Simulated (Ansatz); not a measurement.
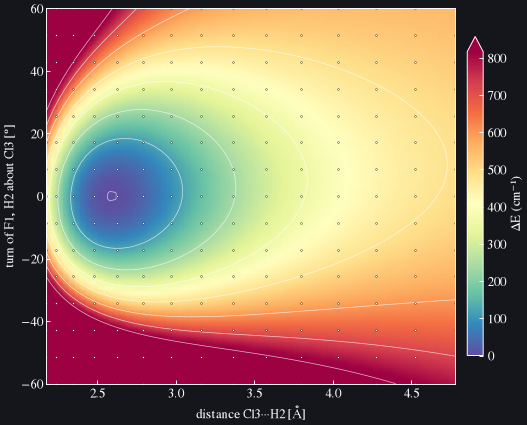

The pair FH···ClH. The turn is about an axis along (−0.01, 1.00, 0.08) in the frame of the relaxed pair, normal to the line between the partners. The first coordinate is: distance Cl3···H2; the second: turn of F1, H2 about Cl3. The grid has 15 × 15 points. Points are written as (first, second). Energies are in cm⁻¹, from the lowest grid point. The calculation used Ansatz, RHF/def2-TZVPD.

The picture shows a smooth colour map with a few white contour lines, dots at the grid points, one colour for all values above the top of the scale. Between grid points the surface is interpolated.

The lowest grid point is at (2.627 Å, 0.0°). No other kind of well shows on this grid. The highest grid point, (2.177 Å, −60.0°), lies 4404 cm⁻¹ above the lowest. Round the minimum the two coordinates are weakly coupled (coupling −0.06 in units of the two stiffnesses).

The level of theory is changed to RKS r2SCAN0-D4/def2-TZVPD (Ansatz 0.2.0); with it change the reference geometry, relaxed at the new level; the new grid has 15 × 15 points.

Q: What does this change do to the map?

A: The minimum (interpolated where it lies between grid points) moves from about (2.591 Å, 0°) to about (2.280 Å, 0°). The curvature at the minimum changes from about 0.29 to 0.75 eV/Å² along distance Cl3···H2 and from about 0.34 to 0.45 eV/rad² along turn of F1, H2 about Cl3.

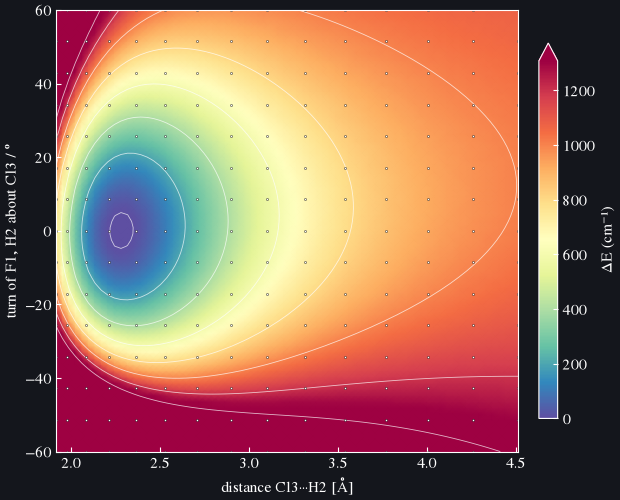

The map after the change, on a colour scale of its own. In the figure: a smooth colour map with a few white contour lines, dots at the grid points, one colour for all values above the top of the scale. Between grid points the surface is interpolated.
